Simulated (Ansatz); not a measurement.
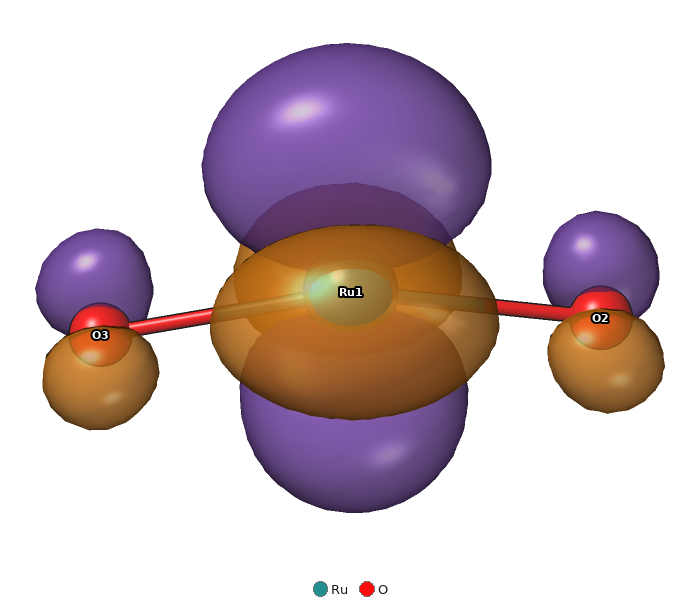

O2Ru (charge −1, doublet). The HOMO−1 (α) at ±0.15 Å⁻³ᐟ² (orange and purple are the two phases), seen at an oblique angle.

Geometry: PBE0-D4/def2-TZVPD; core potentials replace the inner electrons of Ru.

Computed with UKS PBE0-D4/def2-TZVPD in Ansatz 0.2.0.

### Describe this orbital and give its energy.

It lies mainly on Ru1 (about 90 %). Its energy is −1.09 eV.
